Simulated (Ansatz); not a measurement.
## Run report: BNH4OF2, geometry relaxation (part 2 of 2)

The same run, continued: BNH4OF2; RKS LDA/def2-SVP (Ansatz 0.2.0). It belongs to a series of runs on one base structure; here: end point A relaxed.

Geometry of the input (Å):
```
B  0.0851  -0.2752  0.0417
F  -0.1430  -0.6419  1.2973
F  1.3349  -0.1135  -0.3454
O  -0.9053  -0.1818  -0.8614
H  -1.7827  -0.3538  -0.4728
N  -0.0438  2.2619  1.0781
H  0.9232  2.1285  0.7566
H  -0.6542  2.2231  0.2522
H  -0.2759  1.4444  1.6801
```

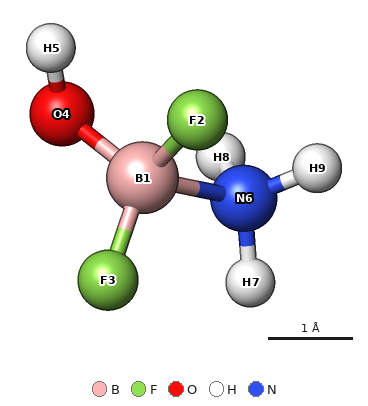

Fig. 1: The geometry at step 12 of the log (ball-and-stick view, seen at a tilt; atoms are numbered from 1 in the order of the input).

## Trajectory as extended XYZ, continued
```
9
Properties=species:S:1:pos:R:3:forces:R:3 step=5 energy=-9640.22007
B     0.0793   -0.1863    0.0881   -0.0282   0.0089   0.1157
F    -0.1707   -0.7152    1.2891    0.0180   0.0299  -0.0818
F     1.3431   -0.0097   -0.2656   -0.0076  -0.0067  -0.0106
O    -0.8905   -0.0543   -0.8412   -0.0146  -0.0102  -0.0096
H    -1.7666   -0.3214   -0.5056    0.0267   0.0005  -0.0037
N    -0.0306    2.1856    1.0015    0.0486  -0.1049  -0.0914
H     0.9115    2.0047    0.6360    0.0001   0.0522   0.0045
H    -0.7137    2.0459    0.2492   -0.0171   0.0467  -0.0131
H    -0.2237    1.5425    1.7749   -0.0259  -0.0164   0.0900
9
Properties=species:S:1:pos:R:3:forces:R:3 step=6 energy=-9640.22539
B     0.0777   -0.1511    0.1024   -0.0001   0.0165  -0.0304
F    -0.1723   -0.7007    1.2923   -0.0116  -0.0250   0.0600
F     1.3455    0.0013   -0.2595   -0.0023   0.0146  -0.0044
O    -0.8885   -0.0368   -0.8368   -0.0179  -0.0038  -0.0172
H    -1.7606   -0.3225   -0.5071    0.0173   0.0040  -0.0003
N    -0.0263    2.1448    0.9865   -0.0651  -0.1504  -0.0218
H     0.9151    1.9810    0.6176    0.0313   0.0358   0.0191
H    -0.7265    2.0413    0.2444    0.0247   0.0428   0.0421
H    -0.2261    1.5343    1.7865    0.0237   0.0656  -0.0471
9
Properties=species:S:1:pos:R:3:forces:R:3 step=7 energy=-9640.23127
B     0.0720   -0.1134    0.1172    0.0422   0.0885  -0.1376
F    -0.1774   -0.6866    1.2962   -0.0369  -0.0862   0.1650
F     1.3441    0.0171   -0.2530   -0.0075   0.0053  -0.0028
O    -0.8905   -0.0225   -0.8338   -0.0272  -0.0063  -0.0087
H    -1.7564   -0.3331   -0.5108    0.0216   0.0093  -0.0020
N    -0.0206    2.0952    0.9697   -0.1176  -0.2021  -0.0375
H     0.9272    1.9709    0.6065    0.0173   0.0389   0.0380
H    -0.7353    2.0390    0.2376    0.0613   0.0514   0.0820
H    -0.2249    1.5251    1.7969    0.0467   0.1012  -0.0964
9
Properties=species:S:1:pos:R:3:forces:R:3 step=8 energy=-9640.24824
B     0.0695   -0.0633    0.1374    0.0571   0.2323  -0.1986
F    -0.1808   -0.6724    1.3000   -0.0593  -0.1759   0.2740
F     1.3479    0.0293   -0.2458   -0.0072  -0.0021  -0.0024
O    -0.8891    0.0037   -0.8276   -0.0965  -0.0410  -0.0250
H    -1.7472   -0.3382   -0.5135    0.0718   0.0218  -0.0169
N    -0.0157    2.0246    0.9433   -0.3357  -0.5038  -0.0315
H     0.9364    1.9470    0.5851    0.0544   0.1111   0.0621
H    -0.7560    2.0386    0.2321    0.1982   0.1025   0.2051
H    -0.2267    1.5224    1.8154    0.1171   0.2550  -0.2668
9
Properties=species:S:1:pos:R:3:forces:R:3 step=9 energy=-9640.35606
B     0.0627    0.0196    0.1687    0.0493   0.6638  -0.1047
F    -0.1911   -0.6544    1.3004   -0.1066  -0.4174   0.4517
F     1.3534    0.0437   -0.2352    0.0267  -0.0361  -0.0382
O    -0.8874    0.0419   -0.8234   -0.3711  -0.1521  -0.0851
H    -1.7300   -0.3597   -0.5277    0.2840   0.0820  -0.0773
N    -0.0049    1.8845    0.8933   -1.1598  -1.4533   0.2150
H     0.9553    1.9165    0.5485    0.0632   0.4246   0.1647
H    -0.7969    2.0502    0.2344    0.8000   0.1894   0.6262
H    -0.2229    1.5495    1.8672    0.4143   0.6992  -1.1523
9
Properties=species:S:1:pos:R:3:forces:R:3 step=10 energy=-9640.65971
B     0.0532    0.0213    0.1757   -0.0489   1.1044   0.3780
F    -0.1997   -0.7246    1.2803   -0.0780  -0.3967   0.2158
F     1.3516    0.0249   -0.2368    0.1398  -0.1903  -0.1296
O    -0.8927    0.0356   -0.8330   -0.5896  -0.3721  -0.2054
H    -1.7205   -0.4076   -0.5487    0.4116   0.1189  -0.1270
N    -0.0114    1.6974    0.8391   -0.9405  -0.0029   0.6350
H     0.9618    1.9959    0.5621   -1.0019   0.1212   0.4481
H    -0.8031    2.1697    0.2693    1.5846  -0.6451   1.1136
H    -0.2010    1.6791    1.9185    0.5229   0.2625  -2.3284
9
Properties=species:S:1:pos:R:3:forces:R:3 step=11 energy=-9640.85277
B     0.0349    0.0750    0.1930    0.0828   0.0279  -0.0362
F    -0.2181   -0.7197    1.2745   -0.1158  -0.3301   0.2972
F     1.3361    0.0229   -0.2393    0.1948  -0.1354  -0.1085
O    -0.9011    0.0298   -0.8391   -0.4483  -0.0658  -0.1254
H    -1.7067   -0.4482   -0.5616    0.2723   0.0336  -0.0690
N    -0.0063    1.6127    0.8145   -0.5076   1.5035   1.0362
H     0.9250    2.0302    0.5963   -0.3730  -0.1344   0.0483
H    -0.7526    2.1728    0.3216    0.6514  -0.5171   0.2853
H    -0.1730    1.7162    1.8666    0.2434  -0.3822  -1.3281
9
Properties=species:S:1:pos:R:3:forces:R:3 step=12 energy=-9640.92041
B     0.0306    0.1185    0.1809   -0.5320  -0.3621   0.2520
F    -0.2752   -0.6760    1.2888    0.0341   0.3323  -0.2996
F     1.2978   -0.1225   -0.2696    0.0844   0.3913   0.0842
O    -0.9770    0.1368   -0.8084    0.1301  -0.0019   0.3545
H    -1.5739   -0.5965   -0.5780   -0.0999  -0.0606  -0.1836
N     0.0122    1.6805    0.8171    0.5667  -0.2931  -0.4845
H     0.9196    2.1338    0.6263   -0.0108   0.0426   0.0755
H    -0.7422    2.1943    0.3428   -0.1229  -0.0242  -0.0449
H    -0.1537    1.6227    1.8266   -0.0497  -0.0244   0.2464
9
Properties=species:S:1:pos:R:3:forces:R:3 step=13 energy=-9640.95529
B     0.0008    0.1162    0.1970    0.1104   0.1102   0.0146
F    -0.2863   -0.6730    1.2980    0.0002   0.0906  -0.1502
F     1.2945   -0.0381   -0.2431   -0.0121  -0.1313  -0.0455
O    -0.9962    0.1308   -0.7973   -0.0168  -0.1728   0.3314
H    -1.5874   -0.6243   -0.6135    0.0485   0.0925  -0.1713
N     0.0320    1.6686    0.8092    0.0261  -0.0835  -0.1334
H     0.9388    2.1186    0.6187    0.0532  -0.0416  -0.0080
H    -0.7244    2.1792    0.3364   -0.1494   0.0938  -0.0175
H    -0.1335    1.6139    1.8209   -0.0602   0.0421   0.1799
9
Properties=species:S:1:pos:R:3:forces:R:3 step=14 energy=-9640.96016
B    -0.0003    0.1168    0.2039    0.0639   0.1286  -0.0823
F    -0.2848   -0.6705    1.2986    0.0177  -0.0303   0.0541
F     1.2888   -0.0470   -0.2500   -0.0185  -0.0657   0.0096
O    -1.0040    0.1324   -0.7793    0.4011   0.5523   0.0414
H    -1.5701   -0.6294   -0.6379   -0.4259  -0.5738  -0.0104
N     0.0298    1.6702    0.8106   -0.0291  -0.0512  -0.0222
H     0.9412    2.1079    0.6109    0.0204  -0.0025   0.0022
H    -0.7307    2.1852    0.3417   -0.0208   0.0147   0.0115
H    -0.1317    1.6262    1.8279   -0.0089   0.0280  -0.0039
9
Properties=species:S:1:pos:R:3:forces:R:3 step=15 energy=-9640.97265
B    -0.0055    0.1293    0.2130   -0.0383   0.0297  -0.1242
F    -0.2905   -0.6568    1.3061    0.0545  -0.0913   0.1865
F     1.2740   -0.0684   -0.2578   -0.0156   0.0151   0.0483
O    -1.0265    0.1579   -0.7515   -0.1888  -0.1546   0.0263
H    -1.5375   -0.6733   -0.6820    0.1476   0.2072  -0.0990
N     0.0338    1.6757    0.8114   -0.0278  -0.0349   0.0196
H     0.9465    2.1084    0.6052   -0.0031   0.0264   0.0100
H    -0.7341    2.1911    0.3503    0.0542  -0.0260   0.0275
H    -0.1219    1.6280    1.8318    0.0174   0.0284  -0.0950
9
Properties=species:S:1:pos:R:3:forces:R:3 step=16 energy=-9640.98747
B    -0.0258    0.1154    0.2597   -0.0006   0.0351   0.0804
F    -0.2660   -0.6551    1.3836   -0.0344   0.0674  -0.1487
F     1.2406   -0.1076   -0.2386   -0.0168  -0.0509  -0.0198
O    -1.0696    0.2000   -0.6789   -0.3125  -0.4261  -0.0848
H    -1.4765   -0.6719   -0.8725    0.3139   0.3636   0.1194
N     0.0343    1.6691    0.8125    0.0692   0.1066   0.0813
H     0.9248    2.1128    0.5343   -0.0663  -0.0453   0.0114
H    -0.7681    2.1605    0.3859    0.0326  -0.0283  -0.0177
H    -0.0556    1.6688    1.8404    0.0150  -0.0222  -0.0215
9
Properties=species:S:1:pos:R:3:forces:R:3 step=17 energy=-9641.00012
B    -0.0638    0.1216    0.2725    0.0475   0.1564   0.0902
F    -0.2579   -0.6376    1.4078   -0.0072  -0.0112   0.0385
F     1.1664   -0.1380   -0.2922    0.0405   0.0104  -0.0184
O    -1.1542    0.1954   -0.6134    0.0773  -0.0281   0.0682
H    -1.3329   -0.7003   -0.9482   -0.0991  -0.0048  -0.0921
N     0.0413    1.6791    0.8228   -0.0629  -0.0638  -0.0569
H     0.9403    2.1007    0.5425   -0.0242  -0.0450  -0.0053
H    -0.7473    2.1826    0.3845    0.0214   0.0125   0.0109
H    -0.0538    1.6883    1.8502    0.0067  -0.0265  -0.0351
9
Properties=species:S:1:pos:R:3:forces:R:3 step=18 energy=-9641.00462
B    -0.0618    0.1222    0.2842   -0.0269   0.0372  -0.0118
F    -0.2404   -0.6347    1.4246    0.0032   0.0014   0.0058
F     1.1675   -0.1298   -0.2911    0.0025   0.0038   0.0038
O    -1.1593    0.1902   -0.5951    0.0358  -0.0092   0.0313
H    -1.3379   -0.6857   -0.9790   -0.0101   0.0031  -0.0112
N     0.0347    1.6756    0.8206    0.0078  -0.0357  -0.0077
H     0.9396    2.0802    0.5375    0.0054  -0.0031  -0.0078
H    -0.7462    2.1846    0.3773   -0.0114   0.0102  -0.0046
H    -0.0579    1.6892    1.8473   -0.0063  -0.0077   0.0023
9
Properties=species:S:1:pos:R:3:forces:R:3 step=19 energy=-9641.00479
B    -0.0633    0.1239    0.2853    0.0273  -0.0132   0.0183
F    -0.2354   -0.6315    1.4288   -0.0027   0.0024  -0.0022
F     1.1658   -0.1274   -0.2925   -0.0034   0.0023  -0.0020
O    -1.1618    0.1874   -0.5899   -0.0200   0.0039  -0.0145
H    -1.3369   -0.6842   -0.9849    0.0048   0.0042   0.0044
N     0.0341    1.6748    0.8197   -0.0080   0.0017  -0.0056
H     0.9416    2.0754    0.5386   -0.0013  -0.0025   0.0000
H    -0.7442    2.1874    0.3750    0.0032   0.0016   0.0023
H    -0.0616    1.6859    1.8463    0.0001  -0.0003  -0.0006
```

## Key numbers

```csv
quantity,value
outcome,converged
total energy,−9641.0048 eV
mean-field energy,−9641.0048 eV
largest force (length of the vector) at the end,0.035 eV/Å
hardware,"2 threads of Intel Xeon (Sapphire Rapids), 32 GiB of memory available, shared host"
wall time,17 s (CPU time 30 s)
peak memory,0.17 GiB
```
